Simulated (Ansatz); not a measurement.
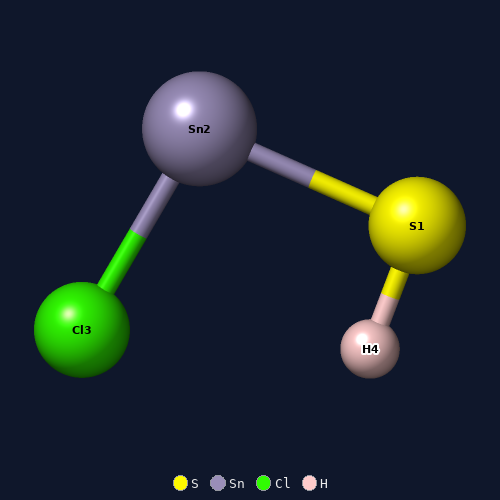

The system is ClHSSn, SMILES [SH][Sn][Cl]; the picture shows the reference structure. Coordinates scanned: (1) bond length S1–Sn2; (2) angle H4–S1–Sn2. Nothing is relaxed (all other coordinates rigid). The grid has 15 × 15 points. Points are written as (first, second). All energies are given in kJ/mol relative to the relaxed molecule at the same level. The restricted reference is unstable at some or all points, so the energies there are unreliable. The calculation used Ansatz, RHF-MP2, frozen core/def2-TZVP.

Its coordinates:

```xyz
4

S     0.1833    1.4839   -0.4090
Sn   -1.3850   -0.3478   -0.3397
Cl    0.0899   -1.9396    0.6049
H     1.1672    0.7434    0.1234
```

Range: bond length S1–Sn2 from 1.978 to 3.619 Å; angle H4–S1–Sn2 from 57.7 to 127.7°.

What will the energy surface look like?

The lowest grid point is at (2.447 Å, 92.7°), 0.7 kJ/mol from the relaxed molecule at the same level. It is the only kind of minimum in the scanned range. The highest grid point, (1.978 Å, 57.7°), lies 325 kJ/mol above the lowest. Round the minimum the two coordinates are weakly coupled (coupling 0.12 in units of the two stiffnesses).

| angle H4–S1–Sn2 ↓, bond length S1–Sn2 → | 1.978 | 2.095 | 2.212 | 2.330 | 2.447 | 2.564 | 2.681 | 2.798 | 2.916 | 3.033 | 3.150 | 3.267 | 3.384 | 3.501 | 3.619 |
| --- | --- | --- | --- | --- | --- | --- | --- | --- | --- | --- | --- | --- | --- | --- | --- |
| 127.7 | 214 | 111 | 57 | 36 | 35 | 48 | 68 | 91 | 118 | 144 | 170 | 195 | 219 | 242 | 263 |
| 122.7 | 208 | 104 | 50 | 28 | 27 | 39 | 59 | 83 | 109 | 136 | 162 | 187 | 212 | 234 | 256 |
| 117.7 | 204 | 98 | 43 | 21 | 20 | 31 | 51 | 75 | 101 | 128 | 155 | 180 | 205 | 228 | 250 |
| 112.7 | 201 | 94 | 38 | 15 | 13 | 25 | 44 | 68 | 95 | 122 | 148 | 174 | 199 | 222 | 244 |
| 107.7 | 199 | 91 | 34 | 10 | 8 | 19 | 39 | 63 | 89 | 116 | 143 | 169 | 194 | 218 | 240 |
| 102.7 | 199 | 89 | 31 | 7 | 4 | 15 | 34 | 58 | 85 | 112 | 139 | 165 | 190 | 214 | 236 |
| 97.7 | 200 | 89 | 30 | 5 | 2 | 12 | 31 | 55 | 81 | 108 | 135 | 162 | 187 | 211 | 233 |
| 92.7 | 203 | 91 | 30 | 4 | 1 | 11 | 30 | 53 | 79 | 106 | 133 | 160 | 185 | 209 | 232 |
| 87.7 | 208 | 94 | 33 | 6 | 1 | 11 | 29 | 53 | 79 | 106 | 132 | 159 | 184 | 208 | 231 |
| 82.7 | 215 | 100 | 37 | 9 | 4 | 13 | 31 | 53 | 79 | 106 | 133 | 159 | 184 | 208 | 230 |
| 77.7 | 225 | 108 | 44 | 14 | 8 | 16 | 33 | 56 | 81 | 108 | 134 | 160 | 185 | 209 | 231 |
| 72.7 | 239 | 119 | 53 | 22 | 15 | 22 | 38 | 60 | 85 | 111 | 137 | 162 | 187 | 211 | 233 |
| 67.7 | 258 | 135 | 66 | 33 | 24 | 30 | 45 | 66 | 90 | 115 | 141 | 166 | 190 | 214 | 236 |
| 62.7 | 286 | 157 | 85 | 48 | 37 | 40 | 54 | 73 | 96 | 121 | 146 | 171 | 195 | 218 | 239 |
| 57.7 | 326 | 189 | 110 | 69 | 53 | 54 | 66 | 83 | 105 | 129 | 153 | 177 | 200 | 223 | 244 |

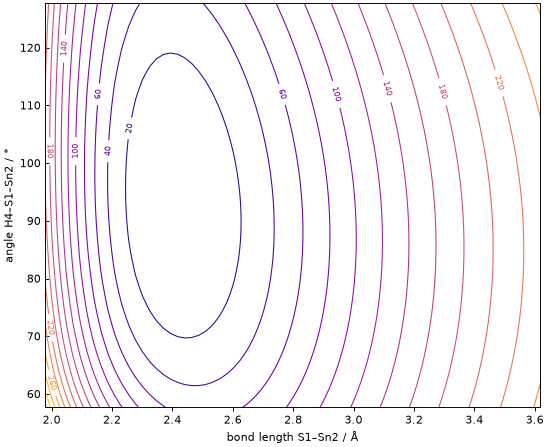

Drawn: contour lines labelled in kJ/mol. Between grid points the surface is interpolated.

The whole map (225 points run) took 19 min on 1 thread of Intel(R) Xeon(R) 6975P-C (Granite Rapids) (shared host).
